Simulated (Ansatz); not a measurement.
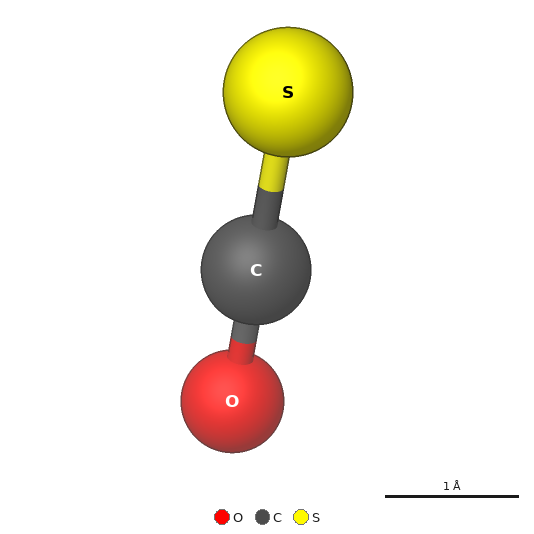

Atoms fade into the background with distance from the viewer. The computed structure is the end point of a PBE0-D4/def2-TZVP optimisation. No frequency run is at hand to confirm it as a minimum. Masses are those of the most abundant isotopes; constants are for the rigid equilibrium geometry.

What kind of rotor is it, and what are its rotational constants in GHz?

A linear rotor (C∞v) with B = 6.13 GHz.
